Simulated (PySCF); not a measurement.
# NMR shielding calculation, with input and output: C3H6F2

The run: NMR shielding calculation of C3H6F2 (1,3-difluoropropane), SMILES FCCCF. Method and program: GIAO PBE0/pcSseg-2 NMR shielding, non-relativistic, gas phase (PySCF 2.14.0).

The geometry comes from this level: PBE0-D3(BJ)/def2-TZVP. Figures and captions count atoms from 1; the log counts them from 0 in places.

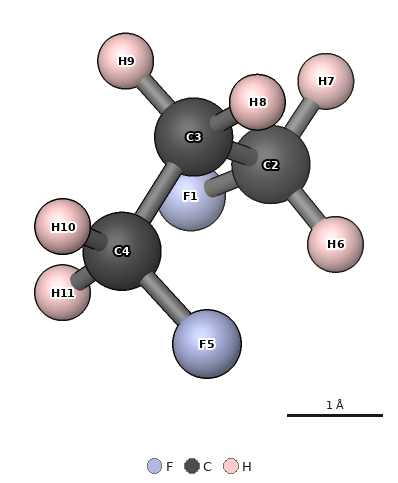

Figure 1. The input geometry (ball-and-stick view, seen at a tilt; atoms are numbered from 1 in the order of the input). Bond lengths as drawn: C–C 1.51 Å, C–F 1.39 Å and C–H 1.09 Å.

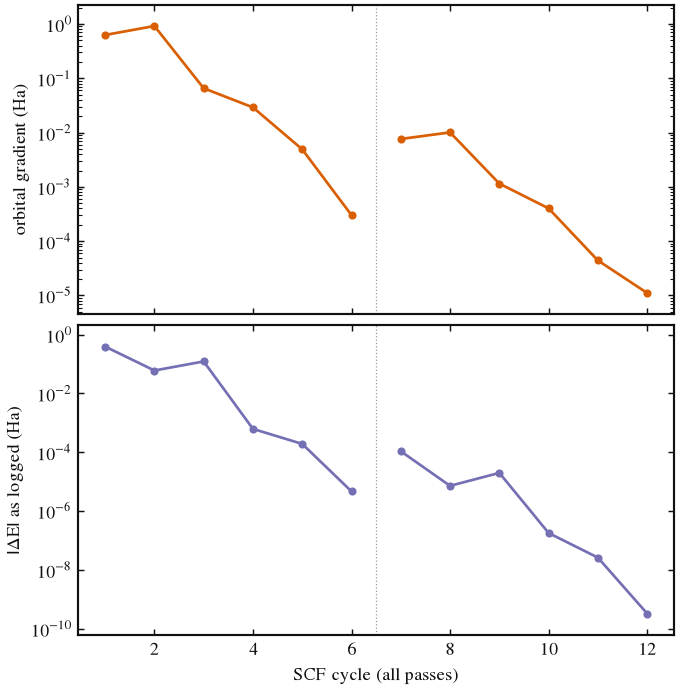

Figure 2. Convergence of the self-consistent field: orbital gradient and size of the energy change against the SCF cycle. The dotted line marks the change from a coarse to the final integration grid. The first 6 cycles use a coarse grid, the final grid takes over at cycle 7, and the field converges after 12 cycles in all.

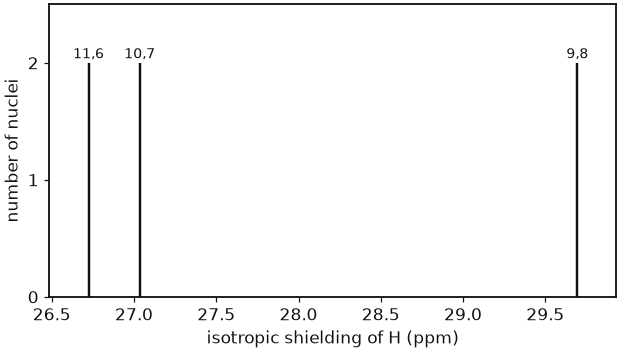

Figure 3. Isotropic shieldings of the hydrogen nuclei in this fixed geometry, labelled by atom number; shielding grows to the right, so chemical shift grows to the left. The least shielded is H11 (26.7 ppm), the most shielded H8 (29.7 ppm).

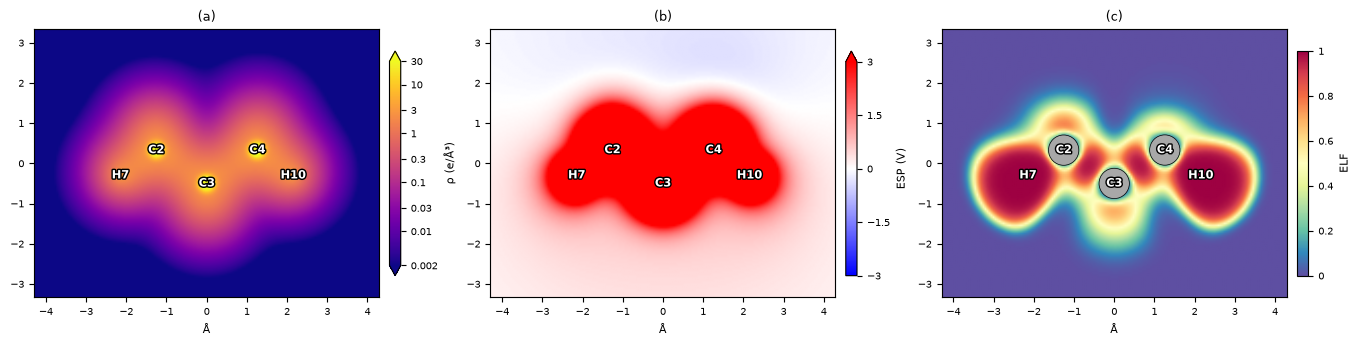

Figure 4. (a) electron density; (b) molecular electrostatic potential; (c) electron localisation function on the plane of atoms C3, C4 and H10. Grey discs, where drawn, cover atomic cores.

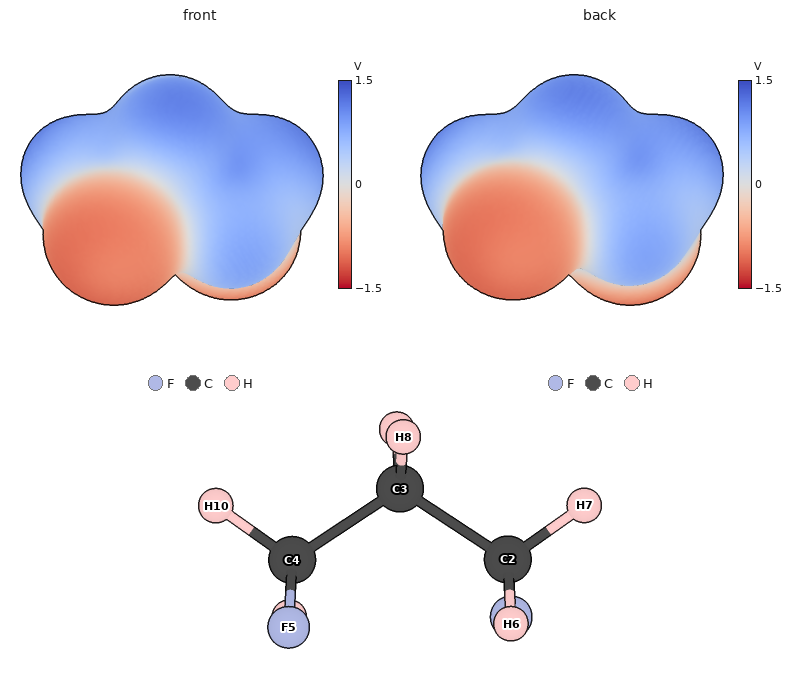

Figure 5. The electrostatic potential painted on the density surface at 0.002 e/bohr³, seen face on and from behind; red is negative and blue positive. The bare structure is drawn below in the same view. A positive charge is drawn to the negative regions and a negative charge to the positive ones.

The input that produced these results follows, with the program's output.

**The input**
```
{"job": {"kind": "nmr", "xc": "PBE0", "basis": "pcSseg-2"}, "charge": 0, "multiplicity": 1}
F      0.564758    -0.328447    -1.904012
C      0.379511    -0.996661    -0.703490
C      0.453417    -0.020292     0.443740
C     -0.653806     1.003695     0.423100
F     -1.877973     0.377142     0.600215
H     -0.597155    -1.486084    -0.743654
H      1.159987    -1.758142    -0.624202
H      0.412859    -0.578525     1.384667
H      1.415941     0.500512     0.415321
H     -0.533932     1.730523     1.230926
H     -0.687089     1.531022    -0.533778
```

The first line tells a small driver script what to run in PySCF; the rest is the geometry in Å.

Command:
```bash
OMP_NUM_THREADS=1 python <driver script> task.json out
```

**Output**
```
coarse grid: 9152 points
cycle   1  E = -317.3420021738  dE =  3.905e-01  |g| = 6.254e-01  |ddm| = 2.027e+00
cycle   2  E = -317.2821050376  dE =  5.990e-02  |g| = 9.159e-01  |ddm| = 9.134e-01
cycle   3  E = -317.4038899194  dE = -1.218e-01  |g| = 6.541e-02  |ddm| = 5.668e-01
cycle   4  E = -317.4045094746  dE = -6.196e-04  |g| = 2.908e-02  |ddm| = 4.822e-02
cycle   5  E = -317.4047002320  dE = -1.908e-04  |g| = 4.910e-03  |ddm| = 2.283e-02
cycle   6  E = -317.4047048614  dE = -4.629e-06  |g| = 3.017e-04  |ddm| = 3.656e-03
final grid: 89064 points
cycle   7  E = -317.4060279179  dE = -1.074e-04  |g| = 7.623e-03  |ddm| = 3.829e-02
cycle   8  E = -317.4060207587  dE =  7.159e-06  |g| = 1.007e-02  |ddm| = 1.009e-02
cycle   9  E = -317.4060405082  dE = -1.975e-05  |g| = 1.149e-03  |ddm| = 5.479e-03
cycle  10  E = -317.4060406862  dE = -1.781e-07  |g| = 4.018e-04  |ddm| = 9.653e-04
cycle  11  E = -317.4060407122  dE = -2.597e-08  |g| = 4.417e-05  |ddm| = 2.813e-04
cycle  12  E = -317.4060407125  dE = -3.242e-10  |g| = 1.111e-05  |ddm| = 4.124e-05
converged SCF energy = -317.4060407125

GIAO shielding tensors (ppm)
atom      isotropic    diamagn.    paramagn.     s11        s22        s33       span
  0 F      424.817     467.371     -42.554    382.376    430.370    461.704     79.328
  1 C      102.753     236.852    -134.099     62.500     78.169    167.590    105.090
  2 C      149.410     243.189     -93.778    141.748    150.343    156.140     14.393
  3 C      102.735     236.875    -134.141     62.464     78.150    167.591    105.127
  4 F      424.708     467.378     -42.671    382.214    430.193    461.716     79.503
  5 H       26.725      29.044      -2.319     23.001     27.219     29.954      6.954
  6 H       27.035      28.280      -1.245     22.601     27.298     31.206      8.605
  7 H       29.696      29.996      -0.301     25.751     28.254     35.082      9.331
  8 H       29.694      29.993      -0.299     25.739     28.258     35.085      9.347
  9 H       27.035      28.293      -1.258     22.597     27.300     31.207      8.610
 10 H       26.723      29.051      -2.328     23.003     27.221     29.945      6.942
```

**Summary**

| quantity | value |
| --- | --- |
| outcome | converged |
| total energy | −317.406041 hartree |
| HOMO | −9.40 eV |
| LUMO | 0.66 eV |
| dipole moment | 2.07 D |
| isotropic shielding, F | 424.7 to 424.8 ppm |
| isotropic shielding, C | 102.7 to 149.4 ppm |
| isotropic shielding, H | 26.7 to 29.7 ppm |
| hardware | 1 CPU thread, shared host |
| wall time | 44 s |
| peak memory | 1.1 GiB |
